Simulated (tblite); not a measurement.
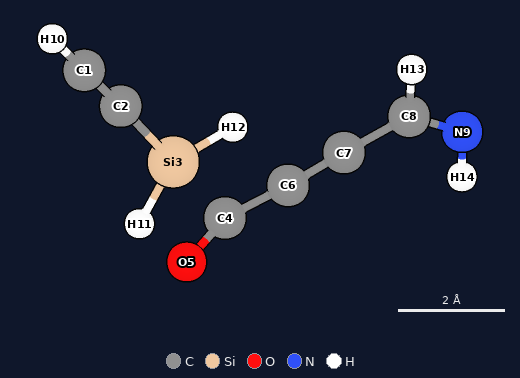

Fig. 1: The input geometry (ball-and-stick view, seen at a tilt; atoms are numbered from 1 in the order of the input). Sticks are drawn by distance; a stretched bond gets none, so the picture shows separate pieces.

Frequency calculation, with input and output: C6H5NOSi (charge +1)

- system: C6H5NOSi, charge +1, multiplicity 2
- method: GFN2-xTB harmonic vibrations, gas phase (tblite 0.8.0)

It belongs to a series of runs on one base structure; here: electron removed.

**Output**
```
mode    cm-1     km/mol
  1      11.4      0.09
  2      44.8      3.93
  3      64.9      4.47
  4      83.8      8.20
  5      92.2      1.58
  6     165.8    141.36
  7     182.1      1.55
  8     205.8      1.31
  9     222.9      6.12
 10     257.6     87.99
 11     278.8     27.13
 12     393.6     27.62
 13     442.1      3.36
 14     453.0    105.55
 15     496.6     10.18
 16     530.2     41.69
 17     642.4    115.31
 18     688.9     25.95
 19     702.7     47.49
 20     704.8     63.37
 21     715.7    129.01
 22     732.5     29.57
 23     740.1    158.55
 24    1001.5    173.51
 25    1051.1    573.90
 26    1179.3     39.02
 27    1255.9     46.81
 28    1634.4    103.41
 29    1970.8    509.77
 30    2107.6    192.31
 31    2167.2    154.76
 32    2320.6    118.69
 33    2360.3     87.33
 34    2975.8     31.41
 35    3327.9     66.44
 36    3358.9      2.27
```

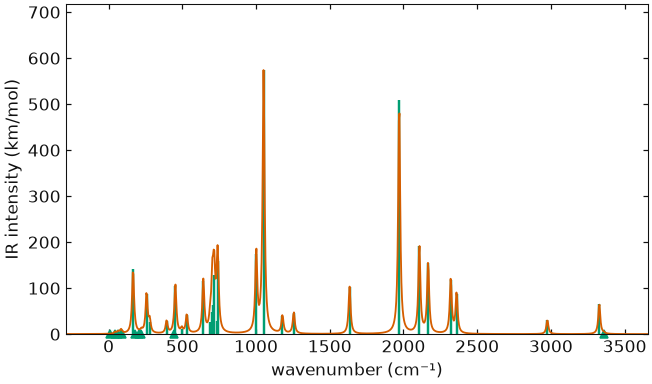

Fig. 2: Harmonic infrared spectrum, unscaled: sticks (degenerate modes added up, dark ones marked on the axis) with a Lorentzian envelope of 16 cm⁻¹ full width, scaled to the tallest stick. 36 modes from 11 to 3359 cm⁻¹, none imaginary. The strongest line is at 1051 cm⁻¹ (574 km/mol).

This output came from the following input.

**Input**
```
{"job": {"kind": "ir", "xc": "GFN2-xTB", "basis": "xTB"}, "charge": 1, "multiplicity": 2}
C     -3.466444     0.549943     1.083555
C     -2.677644     0.050650     0.317644
Si    -1.528812    -0.748594    -0.860098
C     -0.187385    -1.456637     0.799499
O     -0.637863    -2.431583     1.261594
C      0.809864    -0.548606     0.851173
C      1.671149     0.326595     0.854034
C      2.675939     1.304827     0.736872
N      3.665918     1.258898    -0.034514
H     -4.156378     0.991674     1.748980
H     -1.881504    -2.061407    -1.376999
H     -0.668209     0.152445    -1.618648
H      2.537136     2.194238     1.349572
H      3.843555     0.417085    -0.574780
```

The first line tells a small driver script what to run in tblite; the rest is the geometry in Å.

Launched with:
```bash
OMP_NUM_THREADS=1 python <driver script> task.json out
```

**Summary**

| quantity | value |
| --- | --- |
| outcome | converged |
| total energy | −637.8646 eV |
| zero-point energy | 50.8410 kcal/mol |
| hardware | 1 CPU thread, shared host |
| wall time | 0.54 s |
| peak memory | 0.17 GiB |
